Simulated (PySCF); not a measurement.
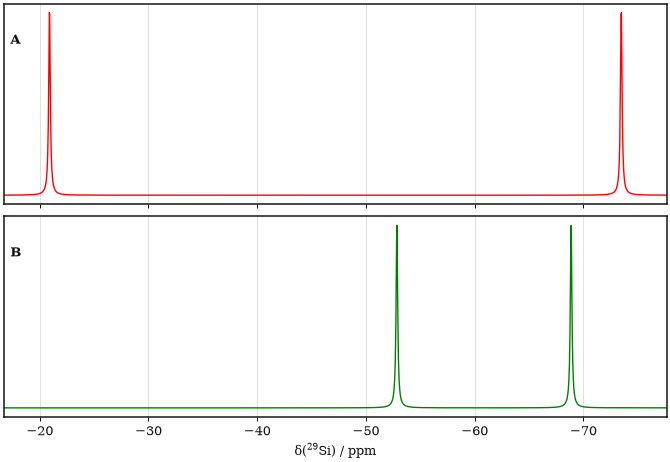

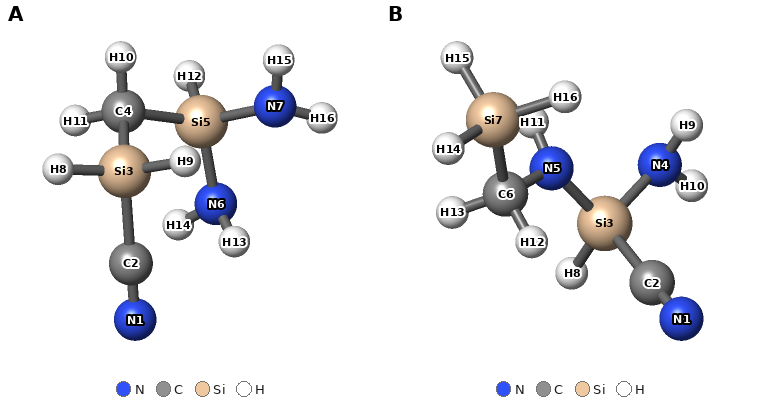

Related molecules: A is C₂H₉N₃Si₂, SMILES N#C[SiH2]C[SiH](N)N; B is C₂H₉N₃Si₂, SMILES N#C[Si@H](N)NC[SiH3]. GIAO ²⁹Si shifts against TMS, PBE0/pcSseg-1, PySCF, at a GFN2-xTB geometry (no frequency check); fully decoupled, line heights follow the number of nuclei within a panel, widths are arbitrary (no quadrupolar broadening); values of one conformer, averaged over nuclei that symmetry, rotation about single bonds or inversion at nitrogen exchange, these motions taken as fast; other conformers aren't averaged in.

Assign the ²⁹Si signals of each molecule.

Answer. A: −20.9 (Si5); −73.5 (Si3)
B: −52.8 (Si3); −68.9 (Si7)

Caveats, for all or some of the runs: the tight-binding geometry is rougher than a DFT one and adds to the error.
